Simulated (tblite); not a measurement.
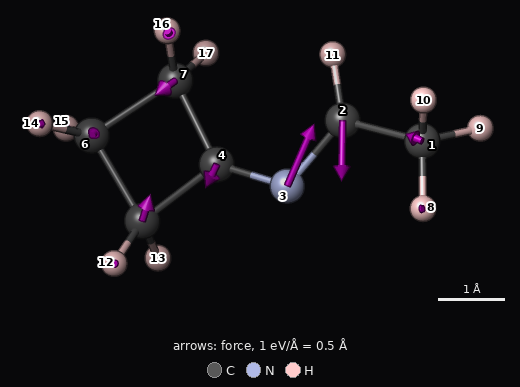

Starting geometry of C6H10N (multiplicity 2) with the computed forces as purple arrows. The picture is a ball-and-stick view, seen from a free direction.

Computed with GFN2-xTB geometry optimisation, gas phase in tblite 0.8.0. 

Question: What follows when this structure is relaxed?

Answer: It isn't relaxed: the largest force vector, on the N atom, is 2.13 eV/Å. The final displacements have little in common with the starting forces (cosine between the two patterns 0.11). After 91 geometry steps the energy has fallen by 0.163 eV. The largest move after the best rigid fit is that of an H atom, 0.48 Å. By element the largest moves are H 0.48 Å, C 0.24 Å, N 0.18 Å. Some distances before and after: C–N 1.356 → 1.303 Å, C–C 1.561 → 1.540 Å, C–C 1.503 → 1.484 Å, C–C 1.514 → 1.495 Å. Among the angles between lasting bonds that change: C–N–C 116.5° → 127.6°, H–C–H 110.8° → 108.2°, H–C–H 110.4° → 108.0°. Cost: 0.71 s on 1 thread of Arm Neoverse N1, with other jobs on the host.
